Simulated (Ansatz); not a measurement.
ClH4NO2Zr···HBr

```yaml
atoms:
  - { symbol: Zr, position_ang: [0.0055, -0.3882, -0.0208] }
  - { symbol: N, position_ang: [0.5224, 0.0549, 1.9160] }
  - { symbol: H, position_ang: [-0.0725, -0.0724, 2.7187] }
  - { symbol: H, position_ang: [1.4647, 0.1859, 2.2453] }
  - { symbol: O, position_ang: [1.5869, -1.0199, -0.8971] }
  - { symbol: H, position_ang: [2.2958, -1.3574, -1.4145] }
  - { symbol: Cl, position_ang: [-0.7718, 1.6177, -1.1304] }
  - { symbol: O, position_ang: [-1.4254, -1.6608, 0.0363] }
  - { symbol: H, position_ang: [-2.1143, -2.2953, -0.0458] }
  - { symbol: Br, position_ang: [0.4489, 3.6606, 3.1565] }
  - { symbol: H, position_ang: [0.3623, 2.4273, 2.4703] }
```

Core potentials replace the inner electrons of Zr.

Computed with RHF/def2-SVP in Ansatz 0.2.0.

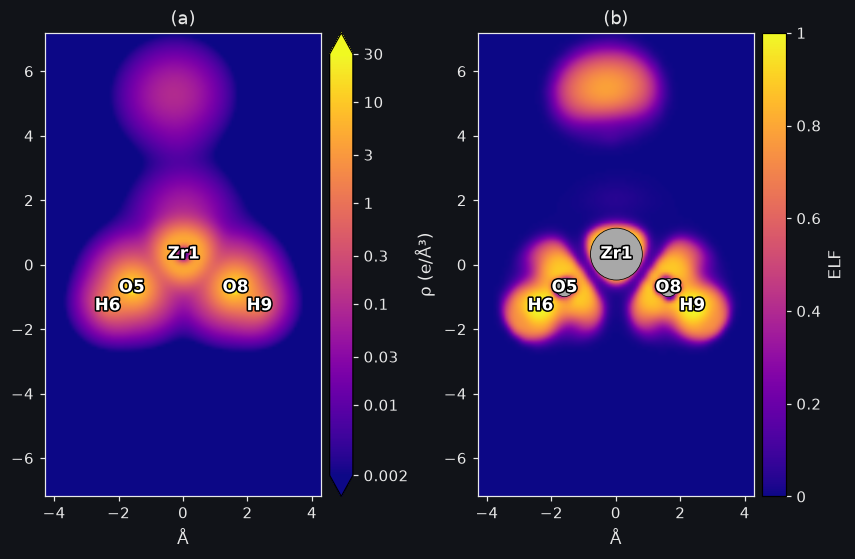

Figure 1. (a) electron density; (b) ELF on the plane of atoms O5, Zr1 and O8. Grey discs cover the atomic cores in the ELF map.

**What does the map show?**

- The plane passes through Zr, O and H nuclei.
- Zr–O (1.92 Å): the density is about 0.86 e/Å³ at the midpoint; the ELF peaks at about 0.80 in the valence shell of O, 0.6 Å from its nucleus, and drops to about 0.15 between the two atoms.
- O–H (0.94 Å): ρ at the midpoint is about 3.8 e/Å³; the ELF climbs to about 1 towards the hydrogen, as it does in any bond to H: an ordinary covalent bond to hydrogen.

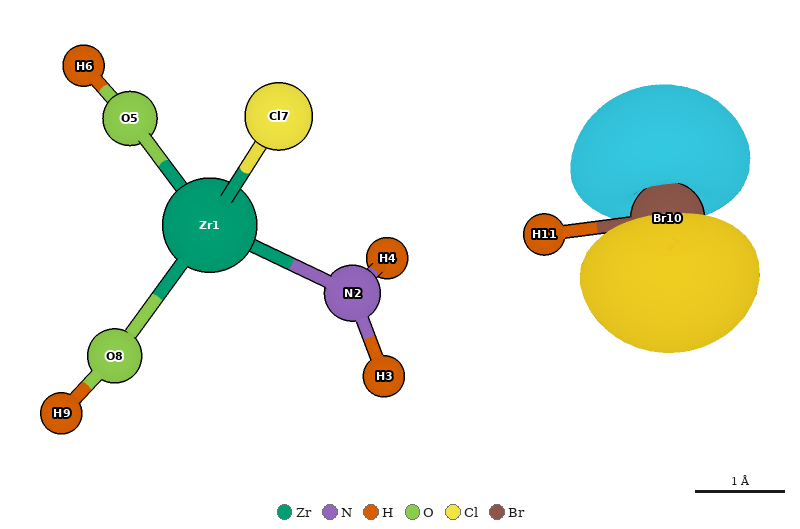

Figure 2. The HOMO−1 at ±0.2 Å⁻³ᐟ² (yellow and cyan are the two phases), seen at a tilt.

**Where does this orbital lie, and at what energy?**

It lies mainly on Br10 (about 95 %); largely a lone pair of Br10. Its energy is −11.26 eV.

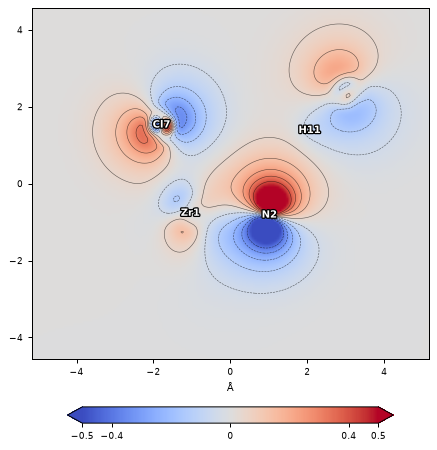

Figure 3. The HOMO on the plane of atoms N2, Zr1 and Cl7 (values in Å⁻³ᐟ²; the overall sign is arbitrary).

**Describe this orbital and give its energy.**

By Hirshfeld shares it lies mainly on N2 (about 50 %), Cl7 (about 20 %), Br10 (about 10 %) and Zr1 (about 10 %); largely a combination of lone pairs on N2, Cl7 and Br10. Its energy is −11.08 eV.
